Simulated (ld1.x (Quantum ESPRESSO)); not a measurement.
```json
{
  "Element": "Au",
  "Generator": "ld1.x (Quantum ESPRESSO) 7.5",
  "Type": "norm-conserving Troullier–Martins (Kleinman–Bylander form)",
  "Functional": "PBE",
  "Relativity": "scalar-relativistic",
  "Frozen core": "[Kr] 4d10 4f14",
  "Valence charge": "19",
  "Reference configuration": "5s2 5p6 5d10 6s1 6p0",
  "Partial waves": "5s (bound): rc 1.40 bohr; 5p (bound): rc 1.55 bohr; 5d (bound): rc 2.14 bohr",
  "Local potential": "all-electron potential smoothed inside 1.50 bohr (lloc = -1)",
  "Core correction": "none"
}
```

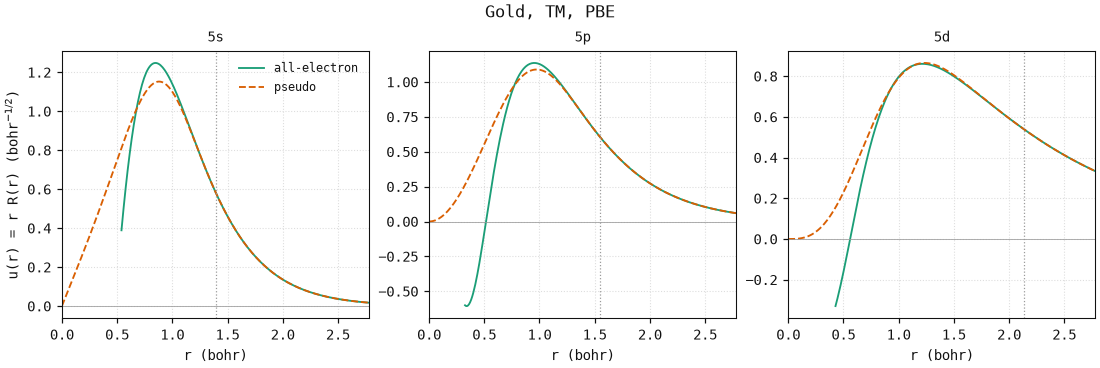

Partial waves u(r) = r R(r), all-electron (solid) and pseudo (dashed). Dotted lines mark the matching radii. The all-electron curves start outside the innermost oscillations, which aren't drawn.

Pseudo-waves: 5s has no node; 5p has no node; 5d has no node.

* Cutoffs needed: 90 Ry and 140 Ry (the cutoffs, on a coarse ladder, from which the occupation-weighted sum of valence levels, in a spherical-Bessel basis at the reference potential, stays within 10 and 1 mRy of its value at 400 Ry)
* Ghost test: no ghost state below the valence levels in the s, p, d, f channels (spherical-Bessel basis up to 400 Ry, 20 bohr box)
* Largest excitation error: +263 meV (all-electron minus pseudo) for 5s2 5p6 5d8 6s0 6p0, out of 7 test configurations
